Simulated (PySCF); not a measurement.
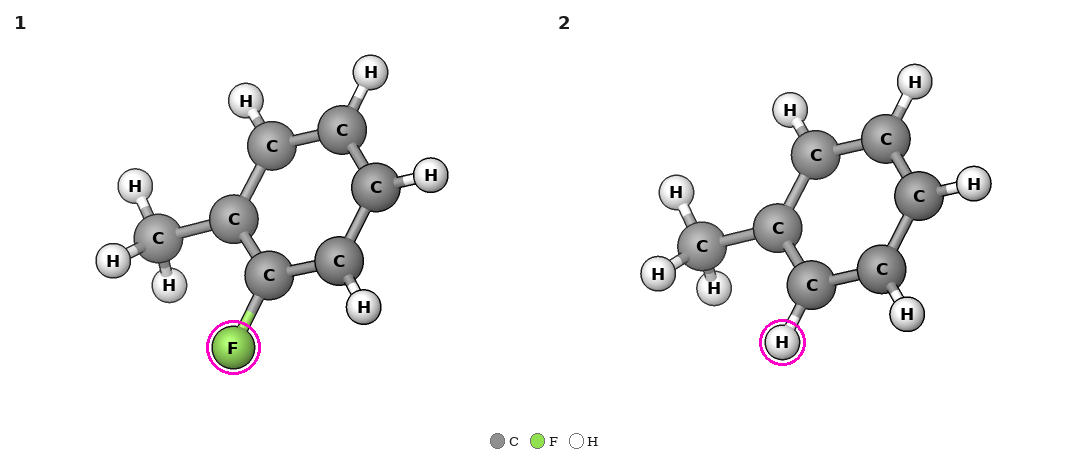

2 molecules with one skeleton, seen from the same side and at one scale; the atom that differs is circled. Charge 0, singlet. Computed geometries: GFN2-xTB optimisations, one conformation each. Properties computed with PySCF 2.14.0.

One atom differs, called X below: F in panel 1, H in panel 2. Their formulas are C7H7F (`Cc1ccccc1F`), C7H8 (`Cc1ccccc1`).

In which is the dipole moment larger (PBE0/pcSseg-1)?

In panel 1 (X = F).

In which is the length of X–C larger (GFN2-xTB)?

In panel 1 (X = F).

Give the values. With GFN2-xTB: length of X–C (Å), mean angle C–C–X (°). With PBE0/pcSseg-1: dipole moment (D), HOMO energy (Kohn–Sham orbital) (eV), HOMO–LUMO gap (eV), Hirshfeld charge of X (e), GIAO shielding of the C bonded to X (ppm).

| quantity | 1 (F) | 2 (H) | 2 − 1 |
| --- | --- | --- | --- |
| length of X–C (Å) | 1.354 | 1.081 | −0.273 |
| mean angle C–C–X (°) | 118.6 | 119.6 | +1.0 |
| dipole moment (D) | 1.27 | 0.41 | −0.86 |
| HOMO energy (Kohn–Sham orbital) (eV) | −7.07 | −6.99 | +0.08 |
| HOMO–LUMO gap (eV) | 6.76 | 6.87 | +0.11 |
| Hirshfeld charge of X (e) | −0.08 | 0.05 | +0.13 |
| GIAO shielding of the C bonded to X (ppm) | 15.3 | 52.6 | +37.3 |
